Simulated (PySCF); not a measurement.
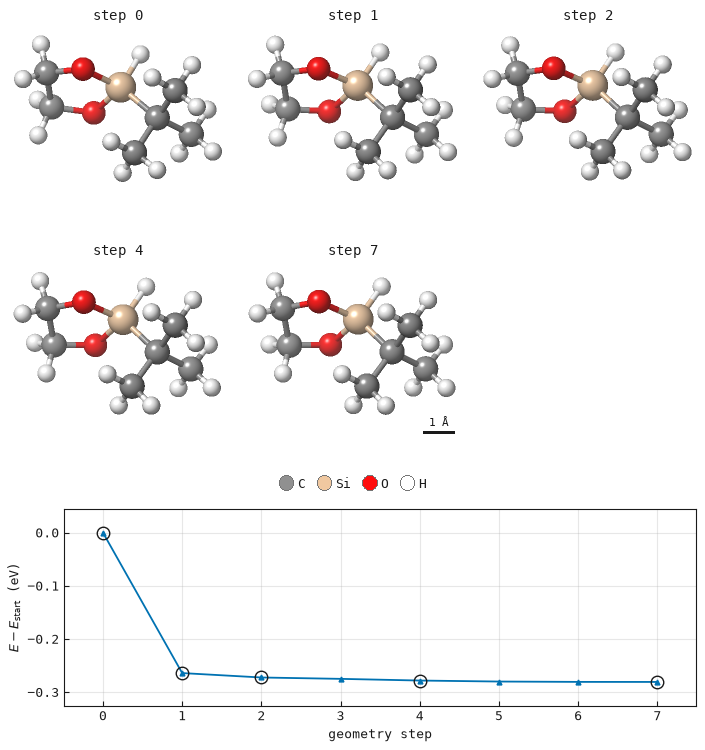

Frames of a relaxation of C6H14O2Si, marked on the history of the run. The picture is a ball-and-stick view, seen at a tilt.

The start comes from GFN2-xTB. Its atoms were then displaced at random by about 0.01 Å.

Level of theory: PBE0-D3(BJ)/def2-SVP geometry optimisation, gas phase in PySCF 2.14.0, density-fitted response routines. 

Describe the path.

Answer. The atom that moves furthest after the best rigid fit is an H atom (0.45 Å). By element the largest moves are H 0.45 Å, C 0.19 Å, O 0.14 Å, Si 0.13 Å. Among the contacts that change: O–Si 1.633 → 1.682 Å, C–H 1.062 → 1.102 Å, C–C 1.497 → 1.531 Å, C–H 1.126 → 1.104 Å. Among the angles between lasting bonds that change: H–C–H 111.5° → 108.0°, O–Si–H 106.7° → 110.0°, O–Si–H 110.2° → 113.3°. After 7 geometry steps the energy has fallen by 0.281 eV. Cost: 3.1 min on 1 thread of Arm Neoverse V1, on a shared host. From step 0 to 1: an H atom moves most (0.22 Å), energy −0.264 eV. From step 1 to 2: an H atom moves most (0.04 Å), energy −0.008 eV. From step 2 to 4: an H atom moves most (0.12 Å), energy −0.006 eV. From step 4 to 7: an H atom moves most (0.07 Å), energy −0.003 eV.
